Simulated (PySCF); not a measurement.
**H2O3Si2: relaxation and vibrations and intensities**

The task, for H2O3Si2: 2 runs in a chain (relaxation and vibrations and intensities).

Program: PySCF 2.14.0. Level of theory: relaxation, pbe0, def2-tzvp, and further levels as typed in the inputs. These are calculated values, not measurements.

### Step 1. Starting point

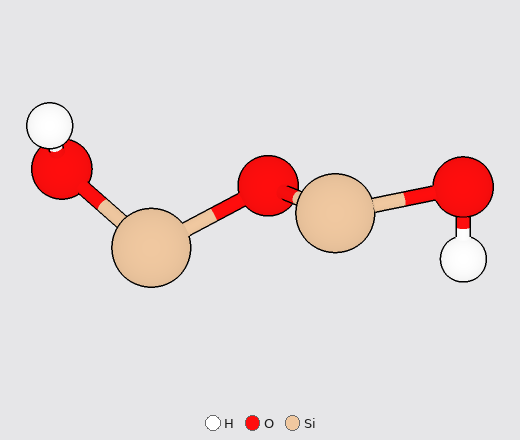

The starting structure, seen from a chosen angle (hydrogen white, oxygen red, silicon light orange).

Structure file:

```xyz
7

H     0.6405   -2.1289    0.6310
O     0.1654   -2.2464   -0.2065
Si    1.0272   -1.0656   -1.0345
O     0.3027    0.4082   -0.6803
Si    1.5194    1.5638   -0.5977
O     0.7961    3.0717   -0.7573
H     0.9100    2.8945   -1.7041
```

### Step 2. Relaxation: H2O3Si2, charge +1

Input file run.py:

```python
from pyscf import gto, dft
from pyscf.geomopt.geometric_solver import optimize
mol = gto.M(atom="mol.xyz", basis="def2-tzvp", charge=1, spin=1, verbose=4)
mf = dft.UKS(mol, xc="pbe0").density_fit().run(conv_tol=1e-9)
for i in range(6):  # look for a lower solution of the same spin
    mo, _, ok, _ = mf.stability(return_status=True)
    if ok: break
    mf.kernel(mf.make_rdm1(mo, mf.mo_occ))
print(f"converged SCF energy = {mf.e_tot:.10f}, stable: {ok}")
mf = mf.newton()  # steadier than the usual iterations for open shells
m = optimize(mf, maxsteps=60)
print("optimised structure (A):")
for k in range(m.natm): print(m.atom_symbol(k), *(f"{x:.8f}" for x in m.atom_coords(unit="A")[k]))
```

Run with:

```bash
$ python run.py
```

Log:

```text
. J.T. Oliveira, and M. A.L. Marques.,  SoftwareX 7, 1–5 (2018)
XC functionals = pbe0
    C. Adamo and V. Barone.,  J. Chem. Phys. 110, 6158 (1999)
    M. Ernzerhof and G. E. Scuseria.,  J. Chem. Phys. 110, 5029 (1999)
radial grids:
    Treutler-Ahlrichs [JCP 102, 346 (1995); DOI:10.1063/1.469408] (M4) radial grids

becke partition: Becke, JCP 88, 2547 (1988); DOI:10.1063/1.454033
pruning grids: <function nwchem_prune at 0xf9ea918300e0>
grids dens level: 3
symmetrized grids: False
atomic radii adjust function: <function treutler_atomic_radii_adjust at 0xf9ea918307c0>
small_rho_cutoff = 0
******** <class 'pyscf.df.df_jk.DFUKS'> Newton solver flags ********
SCF tol = 1e-09
conv_tol_grad = None
max. SCF cycles = 50
direct_scf = False
max_cycle_inner = 12
max_stepsize = 0.05
ah_start_tol = 1e+09
ah_level_shift = 0
ah_conv_tol = 1e-12
ah_lindep = 1e-14
ah_start_cycle = 1
ah_max_cycle = 40
ah_grad_trust_region = 2.5
kf_interval = 4
kf_trust_region = 5
canonicalization = True
Set conv_tol_grad to 3.16228e-05
tot grids = 100224
******** <class 'pyscf.df.df.DF'> ********
auxbasis = def2-tzvp-jkfit
[... the frontier-level lines of each cycle are left out ...]
Initial guess E= -805.309318925893  |g|= 0.0211058
macro= 0  E= -805.309535666025  delta_E= -0.00021674  |g|= 0.000123073  3 KF 13 JK
macro= 1  E= -805.309535666024  delta_E= 1.36424e-12  |g|= 6.89826e-06  1 KF 2 JK
Canonicalize SCF orbitals
macro X = 2  E=-805.309535666024  |g|= 6.89826e-06  total 5 KF 18 JK
converged SCF energy = -805.309535666024  <S^2> = 0.76605706  2S+1 = 2.0159931

******** <class 'pyscf.grad.rhf.Gradients_Scanner'> for <class 'pyscf.scf.hf.SecondOrderDFUKS_Scanner'> ********
unit = Eh/Bohr
grid_response = False
--------------- SecondOrderDFUKS_Scanner gradients ---------------
         x                y                z
0 H     0.0020363720    -0.0011114681    -0.0025535423
1 O    -0.0023561262     0.0025961321     0.0032240445
2 Si    -0.0008673522     0.0008090537    -0.0001501277
3 O     0.0025261712    -0.0002935298    -0.0022212389
4 Si    -0.0034505188     0.0055169726     0.0042730940
5 O     0.0045813373    -0.0033617949    -0.0054867220
6 H    -0.0023583039    -0.0041993345     0.0029399298
----------------------------------------------
cycle 23: E = -805.309535666  dE = -0.000668549  norm(grad) = 0.0142217

Geometry optimization cycle 24
Cartesian coordinates (Angstrom)
 Atom        New coordinates             dX        dY        dZ
   H   0.035685  -2.483166   0.676275   -0.006308 -0.009970 -0.006574
   O   0.664855  -2.318554  -0.031514   -0.010414 -0.004795 -0.009739
  Si   1.103745  -1.068006  -0.878057   -0.001797  0.003110  0.006774
   O   0.403117   0.352605  -0.397770    0.009763  0.004665  0.019081
  Si   1.209471   1.402341  -1.369600    0.014333  0.003214  0.018613
   O   0.831026   2.868780  -0.927853   -0.003812  0.007262  0.003582
   H   1.076193   3.712137  -1.312474   -0.018844 -0.002048 -0.031724
New geometry
   1 H      0.035684725565  -2.483165612675   0.676275297830 AA    0.067434358149  -4.692502929893   1.277975097707 Bohr
   2 O      0.664854592182  -2.318553817191  -0.031513881197 AA    1.256393091884  -4.381431719555  -0.059552604584 Bohr
   3 Si     1.103745288491  -1.068005615839  -0.878057156736 AA    2.085776306528  -2.018238113433  -1.659287547944 Bohr
   4 O      0.403116547618   0.352604918973  -0.397769542645 AA    0.761779871279   0.666326727034  -0.751675496292 Bohr
   5 Si     1.209470866621   1.402341437555  -1.369599991243 AA    2.285568693555   2.650041250108  -2.588168883655 Bohr
   6 O      0.831026413219   2.868780327655  -0.927852603474 AA    1.570412323264   5.421209130809  -1.753387304530 Bohr
   7 H      1.076193308053   3.712136847528  -1.312473848318 AA    2.033710609310   7.014921978734  -2.480216118976 Bohr

******** <class 'pyscf.scf.hf.SecondOrderDFUKS_Scanner'> ********
method = SecondOrderDFUKS_Scanner
initial guess = minao
damping factor = 0
level_shift factor = 0
DIIS = <class 'pyscf.scf.diis.CDIIS'>
diis_start_cycle = 1
diis_space = 8
diis_damp = 0
SCF conv_tol = 1e-09
SCF conv_tol_grad = None
SCF max_cycles = 50
direct_scf = False
number electrons alpha = 27  beta = 26
XC library pyscf.dft.libxc version 7.0.0
    S. Lehtola, C. Steigemann, M. J.T. Oliveira, and M. A.L. Marques.,  SoftwareX 7, 1–5 (2018)
XC functionals = pbe0
    C. Adamo and V. Barone.,  J. Chem. Phys. 110, 6158 (1999)
    M. Ernzerhof and G. E. Scuseria.,  J. Chem. Phys. 110, 5029 (1999)
radial grids:
    Treutler-Ahlrichs [JCP 102, 346 (1995); DOI:10.1063/1.469408] (M4) radial grids

becke partition: Becke, JCP 88, 2547 (1988); DOI:10.1063/1.454033
pruning grids: <function nwchem_prune at 0xf9ea918300e0>
grids dens level: 3
symmetrized grids: False
atomic radii adjust function: <function treutler_atomic_radii_adjust at 0xf9ea918307c0>
small_rho_cutoff = 0
******** <class 'pyscf.df.df_jk.DFUKS'> Newton solver flags ********
SCF tol = 1e-09
conv_tol_grad = None
max. SCF cycles = 50
direct_scf = False
max_cycle_inner = 12
max_stepsize = 0.05
ah_start_tol = 1e+09
ah_level_shift = 0
ah_conv_tol = 1e-12
ah_lindep = 1e-14
ah_start_cycle = 1
ah_max_cycle = 40
ah_grad_trust_region = 2.5
kf_interval = 4
kf_trust_region = 5
canonicalization = True
Set conv_tol_grad to 3.16228e-05
tot grids = 100224
******** <class 'pyscf.df.df.DF'> ********
auxbasis = def2-tzvp-jkfit
Initial guess E= -805.309643588131  |g|= 0.00429647
macro= 0  E= -805.30965637981  delta_E= -1.27917e-05  |g|= 1.91501e-05  3 KF 11 JK
macro= 1  E= -805.30965637981  delta_E= 0  |g|= 1.06755e-05  1 KF 2 JK
Canonicalize SCF orbitals
macro X = 2  E=-805.30965637981  |g|= 1.06755e-05  total 5 KF 16 JK
converged SCF energy = -805.30965637981  <S^2> = 0.76585358  2S+1 = 2.0157912

******** <class 'pyscf.grad.rhf.Gradients_Scanner'> for <class 'pyscf.scf.hf.SecondOrderDFUKS_Scanner'> ********
unit = Eh/Bohr
grid_response = False
--------------- SecondOrderDFUKS_Scanner gradients ---------------
         x                y                z
0 H     0.0017305584    -0.0011848131    -0.0021792582
1 O    -0.0019972989     0.0026031287     0.0027428183
2 Si    -0.0008123795     0.0006034971    -0.0001104996
3 O     0.0019713451    -0.0004149082    -0.0020053079
4 Si    -0.0025918977     0.0039823040     0.0033828894
5 O     0.0039545784    -0.0022418991    -0.0040784657
6 H    -0.0021631776    -0.0033802957     0.0022454200
----------------------------------------------
cycle 24: E = -805.30965638  dE = -0.000120714  norm(grad) = 0.0113587

Geometry optimization cycle 25
Cartesian coordinates (Angstrom)
 Atom        New coordinates             dX        dY        dZ
   H   0.031131  -2.498791   0.669998   -0.004554 -0.015626 -0.006277
   O   0.642534  -2.330395  -0.054405   -0.022320 -0.011841 -0.022891
  Si   1.086852  -1.062589  -0.871895   -0.016894  0.005417  0.006162
   O   0.424917   0.361763  -0.348104    0.021800  0.009158  0.049666
  Si   1.226191   1.407828  -1.335491    0.016720  0.005487  0.034109
   O   0.807284   2.883511  -0.934173   -0.023742  0.014731 -0.006321
   H   1.058823   3.707728  -1.362019   -0.017371 -0.004409 -0.049545
New geometry
   1 H      0.031130561441  -2.498791288278   0.669997895156 AA    0.058828235227  -4.722031177295   1.266112525880 Bohr
   2 O      0.642534165624  -2.330394804922  -0.054404640338 AA    1.214213598705  -4.403807943411  -0.102809870144 Bohr
   3 Si     1.086851743003  -1.062588620829  -0.871894731175 AA    2.053852132281  -2.008001476447  -1.647642251372 Bohr
   4 O      0.424916852966   0.361763140137  -0.348103769313 AA    0.802976477818   0.683633256822  -0.657820786930 Bohr
   5 Si     1.226190623223   1.407828346444  -1.335490945527 AA    2.317164454402   2.660410005179  -2.523712128882 Bohr
   6 O      0.807283955376   2.883511149585  -0.934173196532 AA    1.525545580416   5.449046349845  -1.765331494354 Bohr
   7 H      1.058822519613   3.707727907152  -1.362018643272 AA    2.000884576590   7.006590288924  -2.573842212337 Bohr

******** <class 'pyscf.scf.hf.SecondOrderDFUKS_Scanner'> ********
method = SecondOrderDFUKS_Scanner
[... 854 lines left out ...]
tot grids = 100224
******** <class 'pyscf.df.df.DF'> ********
auxbasis = def2-tzvp-jkfit
Initial guess E= -805.310089919686  |g|= 0.000714796
macro= 0  E= -805.310090425696  delta_E= -5.0601e-07  |g|= 7.83561e-05  2 KF 9 JK
macro= 1  E= -805.310090425696  delta_E= -4.54747e-13  |g|= 5.75535e-06  1 KF 2 JK
Canonicalize SCF orbitals
macro X = 2  E=-805.310090425696  |g|= 5.75535e-06  total 4 KF 14 JK
converged SCF energy = -805.310090425696  <S^2> = 0.76528438  2S+1 = 2.0152264

******** <class 'pyscf.grad.rhf.Gradients_Scanner'> for <class 'pyscf.scf.hf.SecondOrderDFUKS_Scanner'> ********
unit = Eh/Bohr
grid_response = False
--------------- SecondOrderDFUKS_Scanner gradients ---------------
         x                y                z
0 H    -0.0000582496     0.0000147658     0.0000139233
1 O     0.0000523894    -0.0000048364    -0.0000190667
2 Si     0.0000239151    -0.0000935598    -0.0000807451
3 O    -0.0000241085     0.0001236262     0.0000055033
4 Si    -0.0000008319    -0.0001810796     0.0000038659
5 O    -0.0000840489     0.0001118152     0.0001069206
6 H     0.0000372992     0.0000796620    -0.0000634256
----------------------------------------------
cycle 34: E = -805.310090426  dE = -7.73647e-08  norm(grad) = 0.000337995

Geometry optimization cycle 35
Cartesian coordinates (Angstrom)
 Atom        New coordinates             dX        dY        dZ
   H   0.033483  -2.433478   0.696474    0.004613 -0.001893  0.004584
   O   0.612822  -2.365785  -0.073056    0.003695 -0.002184  0.003842
  Si   1.093272  -1.088752  -0.868361    0.002461 -0.002418  0.002763
   O   0.501707   0.341183  -0.268952   -0.000416 -0.002407  0.000149
  Si   1.211949   1.385017  -1.325855    0.001115 -0.003226  0.000143
   O   0.791021   2.862708  -0.920088    0.003023 -0.002745  0.000429
   H   1.058485   3.676307  -1.363621    0.004744 -0.003058  0.000837
New geometry
   1 H      0.033482991860  -2.433478079966   0.696473714779 AA    0.063273684447  -4.598607101269   1.316144573892 Bohr
   2 O      0.612822174199  -2.365784618977  -0.073056241134 AA    1.158066072297  -4.470684999575  -0.138056287433 Bohr
   3 Si     1.093271687503  -1.088751555432  -0.868360892681 AA    2.065984069122  -2.057442257460  -1.640964264450 Bohr
   4 O      0.501706877871   0.341183463860  -0.268952464196 AA    0.948088593988   0.644743304925  -0.508246497857 Bohr
   5 Si     1.211949000433   1.385016560282  -1.325855088575 AA    2.290251687758   2.617301976920  -2.505502998268 Bohr
   6 O      0.791021205219   2.862707628256  -0.920087555130 AA    1.494813436588   5.409733392107  -1.738713489817 Bohr
   7 H      1.058484600828   3.676307051376  -1.363620650432 AA    2.000246002635   6.947213476908  -2.576869567118 Bohr

******** <class 'pyscf.scf.hf.SecondOrderDFUKS_Scanner'> ********
method = SecondOrderDFUKS_Scanner
initial guess = minao
damping factor = 0
level_shift factor = 0
DIIS = <class 'pyscf.scf.diis.CDIIS'>
diis_start_cycle = 1
diis_space = 8
diis_damp = 0
SCF conv_tol = 1e-09
SCF conv_tol_grad = None
SCF max_cycles = 50
direct_scf = False
number electrons alpha = 27  beta = 26
XC library pyscf.dft.libxc version 7.0.0
    S. Lehtola, C. Steigemann, M. J.T. Oliveira, and M. A.L. Marques.,  SoftwareX 7, 1–5 (2018)
XC functionals = pbe0
    C. Adamo and V. Barone.,  J. Chem. Phys. 110, 6158 (1999)
    M. Ernzerhof and G. E. Scuseria.,  J. Chem. Phys. 110, 5029 (1999)
radial grids:
    Treutler-Ahlrichs [JCP 102, 346 (1995); DOI:10.1063/1.469408] (M4) radial grids

becke partition: Becke, JCP 88, 2547 (1988); DOI:10.1063/1.454033
pruning grids: <function nwchem_prune at 0xf9ea918300e0>
grids dens level: 3
symmetrized grids: False
atomic radii adjust function: <function treutler_atomic_radii_adjust at 0xf9ea918307c0>
small_rho_cutoff = 0
******** <class 'pyscf.df.df_jk.DFUKS'> Newton solver flags ********
SCF tol = 1e-09
conv_tol_grad = None
max. SCF cycles = 50
direct_scf = False
max_cycle_inner = 12
max_stepsize = 0.05
ah_start_tol = 1e+09
ah_level_shift = 0
ah_conv_tol = 1e-12
ah_lindep = 1e-14
ah_start_cycle = 1
ah_max_cycle = 40
ah_grad_trust_region = 2.5
kf_interval = 4
kf_trust_region = 5
canonicalization = True
Set conv_tol_grad to 3.16228e-05
tot grids = 100224
******** <class 'pyscf.df.df.DF'> ********
auxbasis = def2-tzvp-jkfit
Initial guess E= -805.310090314014  |g|= 0.000404532
macro= 0  E= -805.310090452575  delta_E= -1.38561e-07  |g|= 7.45044e-05  2 KF 8 JK
macro= 1  E= -805.310090452575  delta_E= 0  |g|= 9.86796e-06  1 KF 2 JK
Canonicalize SCF orbitals
macro X = 2  E=-805.310090452575  |g|= 9.86796e-06  total 4 KF 13 JK
converged SCF energy = -805.310090452575  <S^2> = 0.76529233  2S+1 = 2.0152343

******** <class 'pyscf.grad.rhf.Gradients_Scanner'> for <class 'pyscf.scf.hf.SecondOrderDFUKS_Scanner'> ********
unit = Eh/Bohr
grid_response = False
--------------- SecondOrderDFUKS_Scanner gradients ---------------
         x                y                z
0 H    -0.0000508221     0.0000184115     0.0000378952
1 O     0.0000453809     0.0000001327    -0.0000631903
2 Si     0.0000592789    -0.0001398781    -0.0000807742
3 O    -0.0000867577     0.0001535265     0.0000673645
4 Si     0.0000266651    -0.0001648423    -0.0000463943
5 O    -0.0001049484     0.0000901846     0.0001178140
6 H     0.0000565782     0.0000937429    -0.0000675649
----------------------------------------------
cycle 35: E = -805.310090453  dE = -2.68788e-08  norm(grad) = 0.00039404

Geometry optimization cycle 36
Cartesian coordinates (Angstrom)
 Atom        New coordinates             dX        dY        dZ
   H   0.038426  -2.436257   0.701562    0.004943 -0.002778  0.005088
   O   0.616607  -2.368492  -0.068818    0.003785 -0.002707  0.004239
  Si   1.097007  -1.091655  -0.864367    0.003735 -0.002903  0.003994
   O   0.503898   0.338481  -0.267437    0.002191 -0.002703  0.001516
  Si   1.215144   1.381247  -1.325143    0.003195 -0.003770  0.000712
   O   0.794075   2.859045  -0.920403    0.003054 -0.003663 -0.000316
   H   1.061986   3.672634  -1.363599    0.003501 -0.003673  0.000022
New geometry
   1 H      0.038426301963  -2.436256572281   0.701561663069 AA    0.072615186689  -4.603857690783   1.325759402696 Bohr
   2 O      0.616607358575  -2.368491999364  -0.068817657357 AA    1.165219034098  -4.475801207021  -0.130046524939 Bohr
   3 Si     1.097007038124  -1.091654635701  -0.864367149693 AA    2.073042858774  -2.062928284087  -1.633417183991 Bohr
   4 O      0.503898089203   0.338480842569  -0.267436687015 AA    0.952229383285   0.639636090867  -0.505382094120 Bohr
   5 Si     1.215144466072   1.381246714503  -1.325142964482 AA    2.296290242658   2.610178000866  -2.504157278765 Bohr
   6 O      0.794074993828   2.859044735177  -0.920403315580 AA    1.500584260700   5.402811527364  -1.739310190587 Bohr
   7 H      1.061985745205   3.672633571946  -1.363598704022 AA    2.006862206630   6.940271606860  -2.576828094414 Bohr

******** <class 'pyscf.scf.hf.SecondOrderDFUKS_Scanner'> ********
method = SecondOrderDFUKS_Scanner
initial guess = minao
damping factor = 0
level_shift factor = 0
DIIS = <class 'pyscf.scf.diis.CDIIS'>
diis_start_cycle = 1
diis_space = 8
diis_damp = 0
SCF conv_tol = 1e-09
SCF conv_tol_grad = None
SCF max_cycles = 50
direct_scf = False
number electrons alpha = 27  beta = 26
XC library pyscf.dft.libxc version 7.0.0
    S. Lehtola, C. Steigemann, M. J.T. Oliveira, and M. A.L. Marques.,  SoftwareX 7, 1–5 (2018)
XC functionals = pbe0
    C. Adamo and V. Barone.,  J. Chem. Phys. 110, 6158 (1999)
    M. Ernzerhof and G. E. Scuseria.,  J. Chem. Phys. 110, 5029 (1999)
radial grids:
    Treutler-Ahlrichs [JCP 102, 346 (1995); DOI:10.1063/1.469408] (M4) radial grids

becke partition: Becke, JCP 88, 2547 (1988); DOI:10.1063/1.454033
pruning grids: <function nwchem_prune at 0xf9ea918300e0>
grids dens level: 3
symmetrized grids: False
atomic radii adjust function: <function treutler_atomic_radii_adjust at 0xf9ea918307c0>
small_rho_cutoff = 0
******** <class 'pyscf.df.df_jk.DFUKS'> Newton solver flags ********
SCF tol = 1e-09
conv_tol_grad = None
max. SCF cycles = 50
direct_scf = False
max_cycle_inner = 12
max_stepsize = 0.05
ah_start_tol = 1e+09
ah_level_shift = 0
ah_conv_tol = 1e-12
ah_lindep = 1e-14
ah_start_cycle = 1
ah_max_cycle = 40
ah_grad_trust_region = 2.5
kf_interval = 4
kf_trust_region = 5
canonicalization = True
Set conv_tol_grad to 3.16228e-05
tot grids = 100224
******** <class 'pyscf.df.df.DF'> ********
auxbasis = def2-tzvp-jkfit
Initial guess E= -805.310090445794  |g|= 0.000281612
macro= 0  E= -805.310090515  delta_E= -6.92057e-08  |g|= 2.82826e-05  2 KF 8 JK
macro= 1  E= -805.310090515  delta_E= 0  |g|= 6.68792e-06  1 KF 2 JK
Canonicalize SCF orbitals
macro X = 2  E=-805.310090515  |g|= 6.68792e-06  total 4 KF 13 JK
converged SCF energy = -805.310090515  <S^2> = 0.76529724  2S+1 = 2.0152392

******** <class 'pyscf.grad.rhf.Gradients_Scanner'> for <class 'pyscf.scf.hf.SecondOrderDFUKS_Scanner'> ********
unit = Eh/Bohr
grid_response = False
--------------- SecondOrderDFUKS_Scanner gradients ---------------
         x                y                z
0 H    -0.0000256226     0.0000158755     0.0000465810
1 O     0.0000138537     0.0000078654    -0.0000899303
2 Si     0.0000741377    -0.0001273628    -0.0000526236
3 O    -0.0001294707     0.0001222933     0.0001091265
4 Si     0.0000404278    -0.0000605239    -0.0000843444
5 O    -0.0000817464     0.0000201683     0.0000770597
6 H     0.0000519907     0.0000737167    -0.0000433374
----------------------------------------------
cycle 36: E = -805.310090515  dE = -6.24245e-08  norm(grad) = 0.000339098
optimised structure (A):
H 0.03842630 -2.43625657 0.70156166
O 0.61660736 -2.36849200 -0.06881766
Si 1.09700704 -1.09165464 -0.86436715
O 0.50389809 0.33848084 -0.26743669
Si 1.21514447 1.38124671 -1.32514296
O 0.79407499 2.85904474 -0.92040332
H 1.06198575 3.67263357 -1.36359870
```

Run time: 36 min. Hardware: 3 threads of Arm Neoverse N1, shared host.

[end of part 1 of 2]
